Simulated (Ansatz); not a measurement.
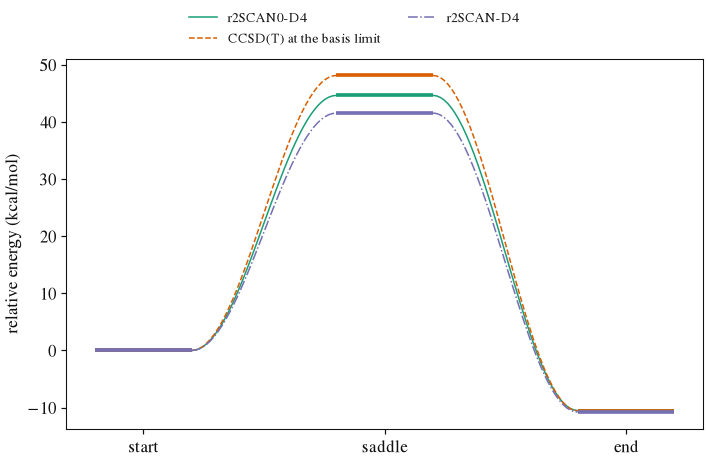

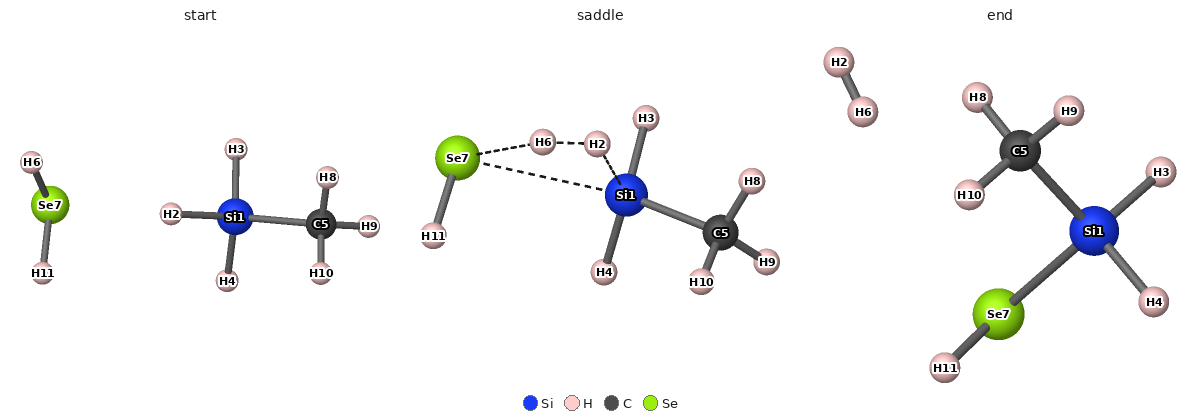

One elementary step of CH₈SeSi: start, first-order saddle point (changing pairs dashed) and end. Electronic energies at PBE0-D4/def2-TZVP geometries, energies in def2-TZVPP, the Ansatz code; cores frozen in correlated methods, no zero-point terms. Start and end are the structures at the ends of the path (complexes, where there are several molecules). On heavy atoms the filled d shell below the valence is correlated. The limit is the MP2 basis limit plus CCSD(T) less MP2 in triple zeta. Lines between the levels only guide the eye.

Question: Which bonds change in the step?

Answer: Si1–Se7 (3.92 → 2.72 → 2.29 Å) and H2–H6 (3.20 → 0.96 → 0.75 Å) form; Si1–H2 (1.49 → 1.72 → 4.50 Å) and H6–Se7 (1.47 → 1.85 → 3.31 Å) break (lengths at start, saddle and end; changes of bond order aren't listed). The imaginary mode at the saddle is 1066.8i cm⁻¹ (PBE0-D4).

Question: Is the step uphill or downhill with r2SCAN0-D4?

Answer: Downhill by 10.5 kcal/mol in electronic energy, over a barrier of 44.6 kcal/mol.

Question: Give the barriers and step energies (kcal/mol).

Answer:
```tsv
level	barrier	reverse barrier	step energy
r2SCAN0-D4	44.6	55.2	−10.5
CCSD(T) at the basis limit	48.1	58.7	−10.6
r2SCAN-D4	41.6	52.3	−10.8
```

Limits of at least one run: no scalar relativity up to krypton.
